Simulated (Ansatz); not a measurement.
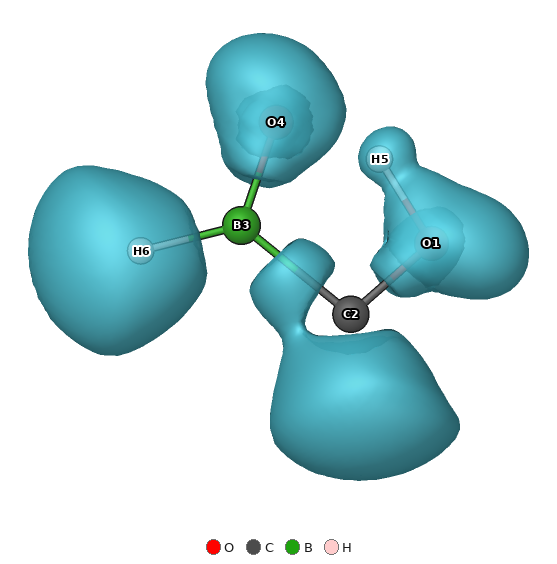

The picture shows: CH2BO2 (charge −1). Isosurface of the electron localisation function at 0.75 (cyan), seen across its widest extent. Core shells and regions of very low density are left out.

The highest occupied orbital lies above zero, a sign that basis and functional describe the outermost electron poorly.

Method: RKS LDA/def2-SVP in Ansatz.

```xyz
6

O    -0.4268    0.5426   -1.0117
C    -0.5814   -0.7008   -0.6973
B    -2.0762   -0.6087    0.0906
O    -2.5139    0.6281    0.0973
H    -1.4303    0.9919   -0.5544
H    -2.7089   -1.5542    0.6069
```

Q: What do the ELF domains correspond to?

A: At this value the surface marks out one region around a hydrogen nucleus, one region on C in which the atom's valence shell and bonds are merged, one region on O in which the atom's valence shell and bonds are merged and one joined region spread over several atoms (H, O), in which their bonds and any lone pairs are merged. Profiles from the grid: C–O (1.29 Å): the ELF peaks at about 0.90 between the atoms; a polar covalent bond. B–O (1.31 Å): the ELF peaks at about 0.90 between the atoms, as expected for a polar covalent bond.
